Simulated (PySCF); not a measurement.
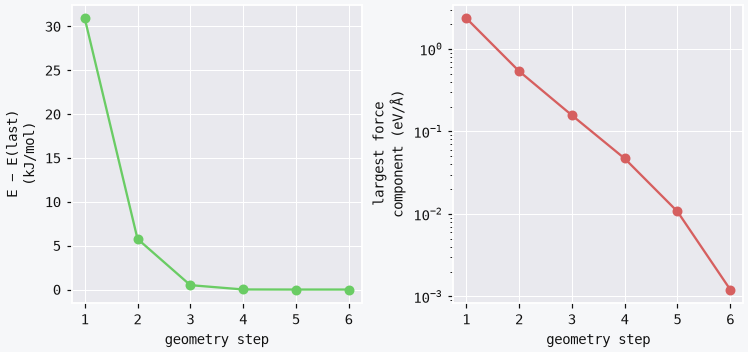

History of a geometry optimisation. The start has point group C3v, which is kept. A held symmetry can leave a saddle point.

The run: MoSe3 molecule, by PySCF 2.14.0, RKS-based B3LYP, Mo def2-SVP with ECP28, Se def2-SVP; non-relativistic Hamiltonian with scalar-relativistic core potentials; density fitting.

**How did the optimisation end?**

The optimisation met its thresholds at geometry 6, counting the start as the first. The energy fell by about 31 kJ/mol from the first step to the last. The largest force component goes from about 2.4 eV/Å at the start to 1.2 × 10⁻³ eV/Å at the end.
